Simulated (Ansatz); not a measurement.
## Fields on a plane of BaO (rock salt)

```
CELL_PARAMETERS angstrom
      0.00000     2.74493     2.74493
      2.74493     0.00000     2.74493
      2.74493     2.74493     0.00000
ATOMIC_POSITIONS crystal
  Ba 0.00000 0.00000 0.00000
  O  0.50000 0.50000 0.50000
```

The slice is a {111} plane (indices of the conventional cell) through the point (0.000, 0.000, 0.000) (fractional), spanned by u = [100] and v = [-1 2 0] in vectors of this cell: u (3.88 Å) and v (6.72 Å, at 90° to u). It covers one period; positions are fractions (u, v).

Atoms on it: Ba at (0.00, 0.00); Ba at (0.50, 0.50).

The numbers are results of PBEsol (plane waves to 420 eV, PAW, scalar-relativistic; Ansatz, a program for electronic structure), not measurements. k mesh 10×10×10. These are valence fields of a PAW run, semicore shells included where kept as valence: close to a nucleus they are smooth pseudo fields. BaO was relaxed with its symmetry unable to fall.

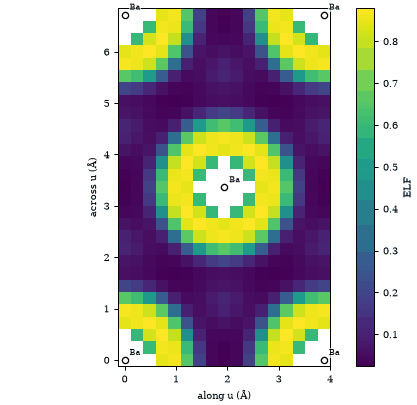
Fig. 1. Electron localisation function (ELF), one period of the plane, atoms marked. Points within 0.5 Å of a nucleus are left white, as the pseudised field means little there.

```
|6899852000258998|
|9999742000247999|
|9997531000135799|
|8875320000023578|
|5543200000002345|
|3221000000000122|
|1100000111000001|
|0000012232210000|
|0000234555432000|
|0002357888753200|
|0013579999975310|
|0024799999997420|
|0025899868998520|
|0025899646998520|
|0025899868998520|
|0024799999997420|
|0013579999975310|
|0002357888753200|
|0000234555432000|
|0000012232210000|
|1100000111000001|
|3221000000000122|
|5543200000002345|
|8875320000023578|
|9997531000135799|
|9999742000247999|
|6899852000258998|
|4699852000258996|
```
Scale: ten equal steps from -1.31 (start of '0') to 0.15 (end of '9'), in the order '0123456789'. Values: log₁₀ of the valence density in e/Å³. The map has 16 points along u (one character each, u = 0 at the left) and 28 along v (v = 0 in the bottom row). The scale is logarithmic, as a density can span decades between atoms and voids.
